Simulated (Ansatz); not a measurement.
# B₃NH₁₀: a spread of methods and bases

Aim: run B₃NH₁₀ under a spread of inputs, and see what each costs and gives.

Computed with Ansatz 0.2.0, Gaussian basis. Level: the settings change from run to run.

### 1 The geometry

The structure was relaxed beforehand with PBE0-D4/def2-SVP.

14 atoms, charge 0, spin multiplicity 1.

Atoms are counted from 1 here; the program's logs count them from 0.

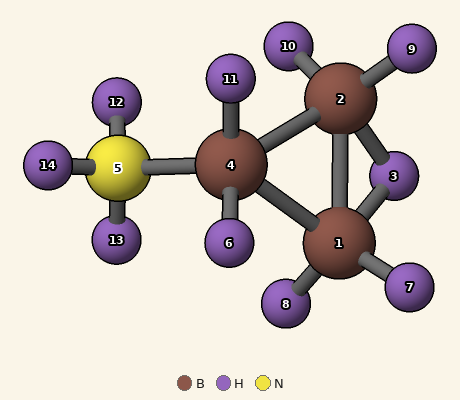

The geometry (boron brown, hydrogen purple, nitrogen yellow); atoms are numbered from 1 in the order of the file.

### 2 B97M-V/6-31++G**

Set apart from the defaults: unrestricted orbitals.

Contents of in.yaml:

```yaml
crystal:
  periodic: [false, false, false]
  atoms:
    - {symbol: B, position_ang: [1.212099, 0.575470, -0.203644]}
    - {symbol: B, position_ang: [-0.282946, 0.825320, -1.039420]}
    - {symbol: H, position_ang: [0.967681, 0.759065, -1.505964]}
    - {symbol: B, position_ang: [-0.344431, 0.212044, 0.679965]}
    - {symbol: N, position_ang: [-0.595207, -1.379652, 0.648613]}
    - {symbol: H, position_ang: [0.278218, 0.473619, 1.692125]}
    - {symbol: H, position_ang: [1.825834, 1.548479, 0.164709]}
    - {symbol: H, position_ang: [1.805399, -0.490749, -0.178487]}
    - {symbol: H, position_ang: [-0.649911, 1.962234, -1.217903]}
    - {symbol: H, position_ang: [-0.862395, -0.044773, -1.669082]}
    - {symbol: H, position_ang: [-1.427171, 0.762143, 0.749998]}
    - {symbol: H, position_ang: [-1.133970, -1.625649, -0.184209]}
    - {symbol: H, position_ang: [0.302095, -1.865471, 0.589805]}
    - {symbol: H, position_ang: [-1.095283, -1.712089, 1.473486]}
basis:
  gaussian: {orbitals: "6-31++G**"}
magnetization: {spin_polarized: true, initial_magnetization: 0}
hamiltonian: {xc: {name: B97M-V}}
scf: {omitted_lower_state_checks: [starts]}
```

On the command line:

```console
ansatz run in.yaml --threads 4 --pin off --events-out ev --progress --plain --max-ram 3916MiB
```

Output, shortened:

```text
Functional definition: B97M-V
  name "B97M-V"
  cite "Mardirossian & Head-Gordon, J. Chem. Phys. 142, 074111 (2015) doi:10.1063/1.4907719"
  cite "Becke, J. Chem. Phys. 107, 8554 (1997) doi:10.1063/1.475007"
  cite "Vydrov & Van Voorhis, J. Chem. Phys. 133, 244103 (2010) doi:10.1063/1.3521275"
  # Of w^i u^j: cxij and so on, Table III.
[...]
  gx(w, u) = cx00 + cx01*u + cx02*u^2 + (cx10 + cx11*u)*w
  gss(w, u) = css00 + css02*u^2 + css10*w + (css32*w^3 + css42*w^4)*u^2
  gos(w, u) = cos00 + cos01*u + cos03*u^3 + cos10*w + cos32*w^3*u^2
[...]
      + integral(e_c_pw_mod_opposite_spin*gos(b97_w_opposite, b97_u_opposite)) + vv10(b, c)
[...]
1363 factors; their error is unknown
[...]
mean field -3683.04298373 eV, -135.3493331960 hartree, gradient 3.1e-6 eV, S^2 0.000000; 0 other end points of the search recorded, 0 dependent functions left out
reference -3683.04313139 eV, -135.3493386224 hartree; 16, 16 occupied and 120, 120 virtual orbitals, 1363 factors
Total energy: -3683.04313139 eV, -135.3493386224 hartree
Checks for a lower state left out: starts
```

Wall time 9.5 s (4 threads of Arm Neoverse V1, shared host).

⟨S²⟩ 0.000.

### 3 B2GP-PLYP/6-31G*

This run has a grid of angular degree 47.

Changes to in.yaml since step 2:

```diff
@@ -18,5 +18,5 @@
 basis:
-  gaussian: {orbitals: "6-31++G**"}
-magnetization: {spin_polarized: true, initial_magnetization: 0}
-hamiltonian: {xc: {name: B97M-V}}
+  gaussian: {orbitals: "6-31G*", final_grid: {core_spheres: 20, valence_spheres: 16, degree: 47}}
+hamiltonian: {xc: {name: B2GP-PLYP}}
 scf: {omitted_lower_state_checks: [starts]}
+output: {forces: true}
```

The command is unchanged.

Output, shortened:

```text
Functional definition: B2GP-PLYP
  name "B2GP-PLYP"
  cite "Karton, Tarnopolsky, Lamère, Schatz & Martin, J. Phys. Chem. A 112, 12868 (2008) doi:10.1021/jp801805p"
  cite "Becke, Phys. Rev. A 38, 3098 (1988) doi:10.1103/PhysRevA.38.3098"
  cite "Lee, Yang & Parr, Phys. Rev. B 37, 785 (1988) doi:10.1103/PhysRevB.37.785"
[...]
878 factors; integrals over basis functions are off by at most 8.4e-4 eV
[...]
mean field -3670.09861132 eV, -134.8736362838 hartree, gradient 7.1e-6 eV, S^2 0.000000; 0 other end points of the search recorded, 0 dependent functions left out
4 core orbitals not correlated: weight in the atoms' cores, before any rotation towards them, 1.000 or more for the frozen orbitals, at most 0.000 for the correlated occupied ones
reference -3670.09871516 eV, -134.8736400998 hartree; 12, 12 occupied and 64, 64 virtual orbitals, 878 factors
[...]
Atom 5 at     0.278218     0.473619     1.692125 Å, force    -0.202176    -0.144543    -0.275300 eV/Å
Atom 6 at     1.825834     1.548479     0.164709 Å, force    -0.219314    -0.317647    -0.098572 eV/Å
Atom 7 at     1.805399    -0.490749    -0.178487 Å, force    -0.176564     0.321239     0.006973 eV/Å
Atom 8 at    -0.649911     1.962234    -1.217903 Å, force     0.110303    -0.372237     0.086022 eV/Å
Atom 9 at    -0.862395    -0.044773    -1.669082 Å, force     0.160337     0.263426     0.196110 eV/Å
Atom 10 at    -1.427171     0.762143     0.749998 Å, force     0.292418    -0.226897    -0.004627 eV/Å
Atom 11 at    -1.133970    -1.625649    -0.184209 Å, force     0.055469    -0.017221     0.136884 eV/Å
Atom 12 at     0.302095    -1.865471     0.589805 Å, force    -0.147100     0.014758     0.031045 eV/Å
Atom 13 at    -1.095283    -1.712089     1.473486 Å, force     0.062856     0.027699    -0.109798 eV/Å
Dipole moment:    -0.387742    -1.189691     0.338310 e Å
Checks for a lower state left out: starts
```

Wall time 4.6 s (4 threads of Arm Neoverse V1, shared host).

Largest force 0.794 eV/Å, dipole 6.23 D.

### 4 PBE0-DH/6-31G

Set apart from the defaults: coordinates scaled by 1.12, a point charge of 1.00 e beside it.

Contents of in.yaml:

```yaml
crystal:
  periodic: [false, false, false]
  atoms:
    - {symbol: B, position_ang: [1.357551, 0.644526, -0.228081]}
    - {symbol: B, position_ang: [-0.316900, 0.924358, -1.164150]}
    - {symbol: H, position_ang: [1.083803, 0.850152, -1.686680]}
    - {symbol: B, position_ang: [-0.385763, 0.237490, 0.761560]}
    - {symbol: N, position_ang: [-0.666632, -1.545210, 0.726446]}
    - {symbol: H, position_ang: [0.311605, 0.530453, 1.895180]}
    - {symbol: H, position_ang: [2.044934, 1.734297, 0.184474]}
    - {symbol: H, position_ang: [2.022046, -0.549639, -0.199906]}
    - {symbol: H, position_ang: [-0.727901, 2.197703, -1.364052]}
    - {symbol: H, position_ang: [-0.965883, -0.050146, -1.869372]}
    - {symbol: H, position_ang: [-1.598432, 0.853600, 0.839997]}
    - {symbol: H, position_ang: [-1.270046, -1.820727, -0.206314]}
    - {symbol: H, position_ang: [0.338347, -2.089328, 0.660582]}
    - {symbol: H, position_ang: [-1.226717, -1.917540, 1.650305]}
basis:
  gaussian: {orbitals: 6-31G, point_charges: [{charge: 1.00, position_ang: [5.923, 0.537, -0.339]}]}
hamiltonian: {xc: {name: PBE0-DH}}
scf: {omitted_lower_state_checks: [starts]}
output: {forces: true}
```

Same command.

Output, shortened:

```text
Functional definition: PBE0-DH
  name "PBE0-DH"
  cite "Brémond & Adamo, J. Chem. Phys. 135, 024106 (2011) doi:10.1063/1.3604569"
  cite "Perdew, Burke & Ernzerhof, Phys. Rev. Lett. 77, 3865 (1996) doi:10.1103/PhysRevLett.77.3865"
[...]
830 factors; integrals over basis functions are off by at most 2.5e-4 eV
[...]
mean field -3670.58311282 eV, -134.8914413855 hartree, gradient 2.7e-6 eV, S^2 0.000000; 0 other end points of the search recorded, 0 dependent functions left out
4 core orbitals not correlated: weight in the atoms' cores, before any rotation towards them, 1.000 or more for the frozen orbitals, at most 0.000 for the correlated occupied ones
reference -3670.58312990 eV, -134.8914420131 hartree; 12, 12 occupied and 40, 40 virtual orbitals, 830 factors
second order -12.15820055 eV of doubles, -0.00000000 eV of singles
[...]
Total energy: -3672.10290497 eV, -134.9472927168 hartree
[...]
Atom 5 at     0.311605     0.530453     1.895180 Å, force    -1.267256    -0.728928    -2.096617 eV/Å
Atom 6 at     2.044934     1.734297     0.184474 Å, force    -1.406157    -2.104741    -0.771343 eV/Å
Atom 7 at     2.022046    -0.549639    -0.199906 Å, force    -1.234235     2.124685    -0.080753 eV/Å
Atom 8 at    -0.727901     2.197703    -1.364052 Å, force     0.958125    -2.627588     0.571575 eV/Å
Atom 9 at    -0.965883    -0.050146    -1.869372 Å, force     1.382933     1.808840     1.465546 eV/Å
Atom 10 at    -1.598432     0.853600     0.839997 Å, force     2.305295    -1.297113    -0.279034 eV/Å
Atom 11 at    -1.270046    -1.820727    -0.206314 Å, force     2.000307     0.968528     3.154592 eV/Å
Atom 12 at     0.338347    -2.089328     0.660582 Å, force    -3.446297     1.837502     0.250997 eV/Å
Atom 13 at    -1.226717    -1.917540     1.650305 Å, force     1.904239     1.343388    -3.150253 eV/Å
Dipole moment:    -0.740403    -1.280757     0.370697 e Å
Checks for a lower state left out: starts
```

It took 1.8 s on 4 threads of Arm Neoverse V1, shared host.

Largest force 3.919 eV/Å, dipole 7.33 D.

### 5 revPBE0/STO-3G

Options: atoms shaken by 0.15 Å, a point charge of 1.00 e beside it.

Contents of in.yaml:

```yaml
crystal:
  periodic: [false, false, false]
  atoms:
    - {symbol: B, position_ang: [1.165791, 0.639979, -0.281102]}
    - {symbol: B, position_ang: [-0.190063, 1.079640, -1.156502]}
    - {symbol: H, position_ang: [1.189069, 0.777262, -1.460731]}
    - {symbol: B, position_ang: [-0.331312, 0.018648, 0.681265]}
    - {symbol: N, position_ang: [-0.364766, -1.300971, 0.464837]}
    - {symbol: H, position_ang: [0.242145, 0.399337, 1.717944]}
    - {symbol: H, position_ang: [2.121070, 1.889279, 0.081665]}
    - {symbol: H, position_ang: [1.783312, -0.596382, -0.182790]}
    - {symbol: H, position_ang: [-0.612179, 1.933405, -1.258542]}
    - {symbol: H, position_ang: [-0.919925, -0.262735, -1.695951]}
    - {symbol: H, position_ang: [-1.480795, 0.704213, 0.927529]}
    - {symbol: H, position_ang: [-1.492833, -1.783062, 0.024985]}
    - {symbol: H, position_ang: [0.505105, -1.793783, 0.594351]}
    - {symbol: H, position_ang: [-1.530814, -1.875082, 1.189712]}
basis:
  gaussian: {orbitals: STO-3G, point_charges: [{charge: 1.00, position_ang: [6.365, -0.436, -0.312]}]}
hamiltonian: {xc: {name: revPBE0}}
scf: {omitted_lower_state_checks: [starts]}
```

The command is unchanged.

Output, shortened:

```text
Functional definition: revPBE0
  name "revPBE0"
  cite "Zhang & Yang, Phys. Rev. Lett. 80, 890 (1998) doi:10.1103/PhysRevLett.80.890"
  cite "Adamo & Barone, J. Chem. Phys. 110, 6158 (1999) doi:10.1063/1.478522"
  cite "Perdew, Burke & Ernzerhof, Phys. Rev. Lett. 77, 3865 (1996) doi:10.1103/PhysRevLett.77.3865"
[...]
417 factors; integrals over basis functions are off by at most 1.6e-4 eV
[...]
mean field -3622.99261538 eV, -133.1425228625 hartree, gradient 3.4e-5 eV, S^2 0.000000; 0 other end points of the search recorded, 0 dependent functions left out
reference -3622.99263654 eV, -133.1425236402 hartree; 16, 16 occupied and 14, 14 virtual orbitals, 417 factors
Total energy: -3622.99263654 eV, -133.1425236402 hartree
Checks for a lower state left out: starts
```

Wall time 0.45 s (4 threads of Arm Neoverse V1, shared host).

### 6 The runs in one table

```
           level  charge  multiplicity              geometry  functions  energy (eV)    time
B97M-V/6-31++G**       0             1               relaxed        136    -3683.043   9.5 s
B2GP-PLYP/6-31G*       0             1               relaxed         80    -3675.265   4.6 s
   PBE0-DH/6-31G       0             1  scaled, point charge         56    -3672.103   1.8 s
  revPBE0/STO-3G       0             1  shaken, point charge         30    -3622.993  0.45 s
```

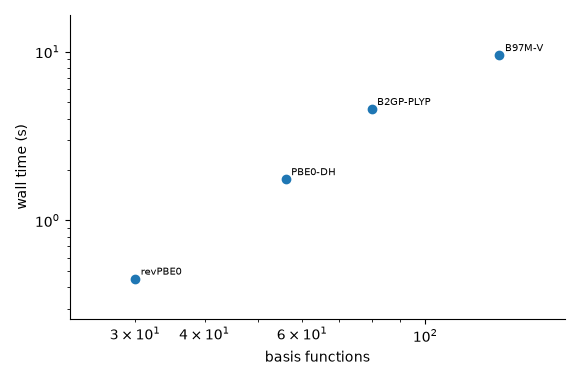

Wall time against the number of basis functions (shared host).

### 7 Summary of results

| quantity | value |
| --- | --- |
| runs | 4 |
| quickest | revPBE0/STO-3G, 0.45 s |
| slowest | B97M-V/6-31++G**, 9.5 s |
| spread of total energies, same state and geometry | 7.8 eV |

In words: Run time spans a factor of 21, from revPBE0/STO-3G to B97M-V/6-31++G**. The jobs differ in tasks and options as well as level. Total energies at one charge and spin differ by 8 eV between levels, so only differences within one level mean anything. At the PBE0-D4/def2-SVP geometry and in the same state, the sound runs without point charges leave forces up to 0.79 eV/Å (B2GP-PLYP/6-31G*).
